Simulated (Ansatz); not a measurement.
**Cl$_{3}$HHfS···H$_{2}$O: density, localisation and related maps**

Input

```
crystal:
  periodic: [false, false, false]
  atoms:
    - { symbol: Hf, position_ang: [0.0, 0.0, 0.0] }
    - { symbol: O, position_ang: [0.0, 0.0, 2.42] }
    - { symbol: H, position_ang: [-0.9095, -0.2814, 2.7571] }
    - { symbol: Cl, position_ang: [2.3764, 0.0, -0.8392] }
    - { symbol: Cl, position_ang: [-1.1869, 2.0563, -0.8392] }
    - { symbol: Cl, position_ang: [-1.1869, -2.0563, -0.8392] }
    - { symbol: S, position_ang: [1.4875, -2.2588, 0.8987] }
    - { symbol: H, position_ang: [0.7024, -3.4121, 0.7815] }
    - { symbol: H, position_ang: [0.7562, -1.1483, 2.1622] }
basis:
  gaussian: { orbitals: def2-SVP }
hamiltonian:
  xc: b3lyp
  dispersion: d4
relax:
  f_tol: 0.15
  max_steps: 25
  restrain:
    - { distance: [0, 6], at: 2.55, k: 30.0 }
    - { distance: [8, 1], at: 1.01, k: 30.0 }
    - { distance: [0, 1], at: 3.27, k: 30.0 }
    - { distance: [8, 6], at: 2.6, k: 30.0 }
output:
  orbitals: {}
```

Launched as:

```sh
ansatz run input.yaml --threads 4 --pin off --max-ram 5120MiB --backend cpu --events-out ev --progress --plain --runs-dir out
```

The fields are those of the run's last geometry, not of the input's.

Core potentials replace the inner electrons of Hf; not at a stationary point (largest force 0.9 eV/Å).

Computed with Ansatz, RKS B3LYP-D4/def2-SVP.

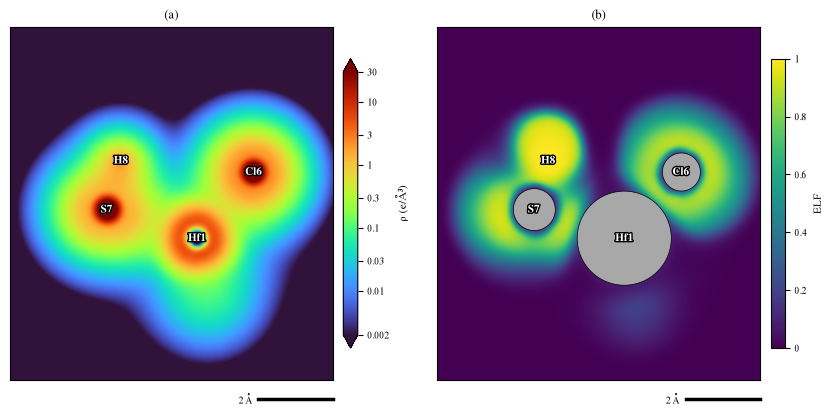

Figure 1. (a) electron density; (b) ELF on the plane of atoms Cl6, Hf1 and S7. Grey discs cover the atomic cores in the ELF map.

**Describe what can be read from this map.**

- Atoms in the plane: Hf, Cl, S and H.
- Hf–Cl (2.34 Å): ρ at the midpoint is about 0.58 e/Å³; the ELF peaks at about 0.85 in the valence shell of Cl, 0.8 Å from its nucleus, and is about 0.35 at the midpoint.
- Hf–S (2.53 Å): the density is about 0.49 e/Å³ at the midpoint; the ELF peaks at about 0.90 in the valence shell of S, 0.9 Å from its nucleus, and is about 0.55 at the midpoint.
- S–H (1.36 Å): the density is about 1.4 e/Å³ at the midpoint; the ELF climbs to about 1 towards the hydrogen, as it does in any bond to H.

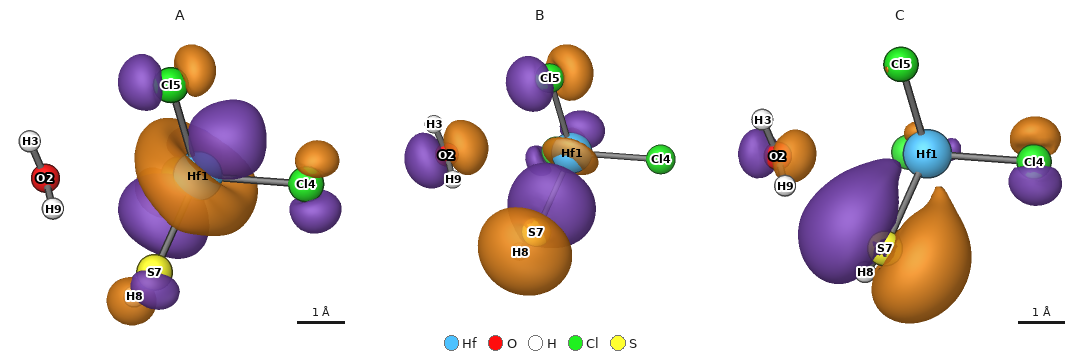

Figure 2. Three frontier orbitals at ±0.1 Å⁻³ᐟ² (orange and purple are the two phases), in no order.

**Which picture is the HOMO−1, the HOMO and the LUMO?**

B is the HOMO−1 (−8.69 eV). It lies mainly on S7 (about 55 %), Hf1 (about 15 %), O2 (about 15 %) and Cl5 (about 10 %). C is the HOMO (−7.70 eV). It lies mainly on S7 (about 75 %); largely a lone pair of S7. A is the LUMO (−2.39 eV). Its weight (Hirshfeld) is mainly on Hf1 (about 70 %), Cl5 (about 5 %), Cl6 (about 5 %), S7 (about 5 %) and Cl4 (about 5 %).

**What is the HOMO–LUMO gap?**

5.31 eV between the orbital energies.
